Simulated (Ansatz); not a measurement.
**CHFOSi (SMILES [CH]=[Si]([O-])F) (charge −1, doublet): density, localisation and related maps**

```csv
atom,x (Å),y (Å),z (Å)
C,-1.6571,-0.2850,1.5214
F,-3.4589,-0.8896,-0.5442
O,-1.0864,-0.0342,-1.4947
Si,-1.9574,-0.2180,-0.2069
H,-1.4716,0.5767,2.1757
```

Geometry: B3LYP-D3(BJ)/def2-SVPD.

Computed with isolated molecule in a Gaussian basis; Kohn-Sham density functional theory, functional PBE0 (Ansatz 0.2.0).

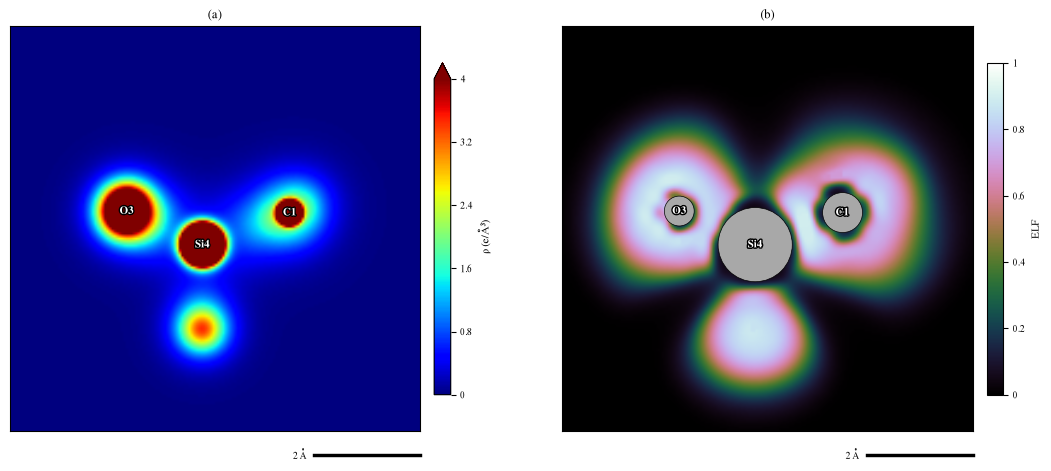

Figure 1. (a) total electron density; (b) ELF on the plane of atoms C1, Si4 and O3. Grey discs cover the atomic cores in the ELF map.

> What do the fields say about this system?

The plane passes through C, O and Si nuclei.
Si–O (1.57 Å): the density is about 1.4 e/Å³ at the midpoint; the ELF peaks at about 0.85 between the atoms (a polar covalent bond).
C–Si (1.76 Å): ρ at the midpoint is about 1.1 e/Å³; the ELF peaks at about 0.90 between the atoms; localised, covalent bonding.
The ELF also peaks beside F2 and O3, away from the bonds: non-bonding electrons, paired or unpaired.

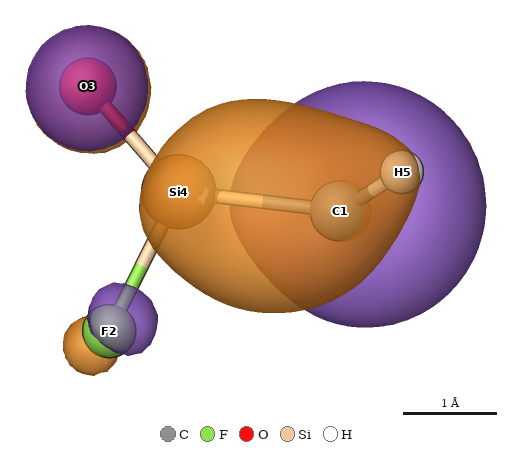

Figure 2. The HOMO (α) at ±0.1 Å⁻³ᐟ² (orange and purple are the two phases), seen at a tilt.

> Where does this orbital lie, and at what energy?

Its weight (Hirshfeld) is mainly on C1 (about 60 %), Si4 (about 20 %) and O3 (about 10 %). Its energy is −1.47 eV.

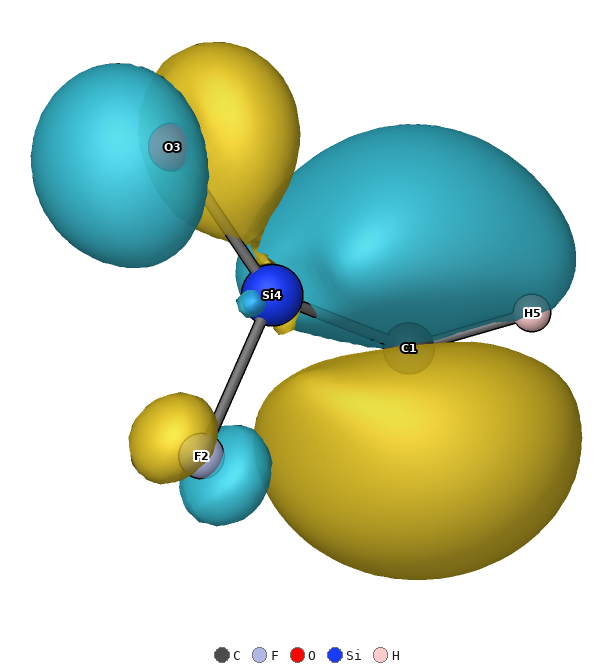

Figure 3. The HOMO−1 (α) at ±0.08 Å⁻³ᐟ² (yellow and cyan are the two phases), seen at a tilt.

> What is the character of this orbital?

Its weight (Hirshfeld) is mainly on C1 (about 65 %), O3 (about 15 %) and Si4 (about 15 %). Its energy is −1.68 eV.
